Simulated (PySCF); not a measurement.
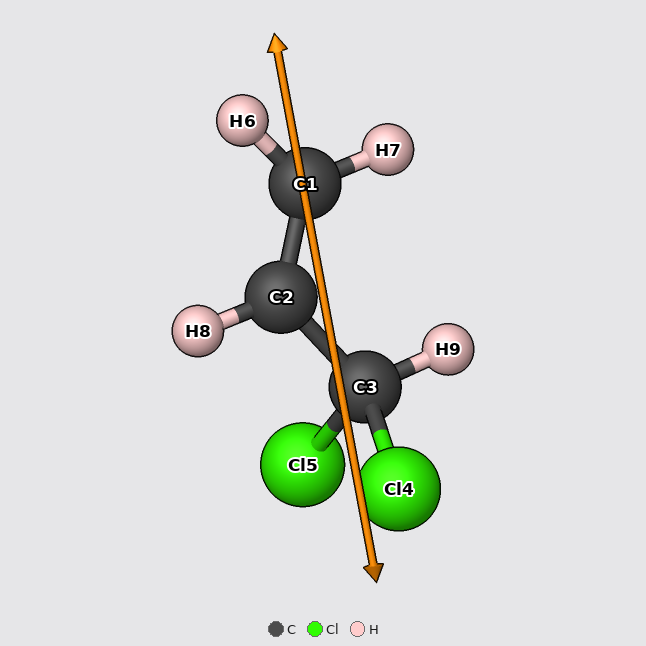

The double arrow shows the direction of the transition dipole to excited singlet state 4 (its length means nothing). The computed structure is the end point of a GFN2-xTB optimisation. No frequency run is at hand to confirm it as a minimum. Method: TDDFT PBE0/def2-SVPD, vertical, gas phase, core orbitals frozen in the response (PySCF 2.14.0).

Where does the transition lie, and how strong is it?

6.88 eV (180 nm), oscillator strength 0.078, of mixed character, with the largest part HOMO−2 → LUMO+1 (weight 0.34); transition dipole 1.73 D.
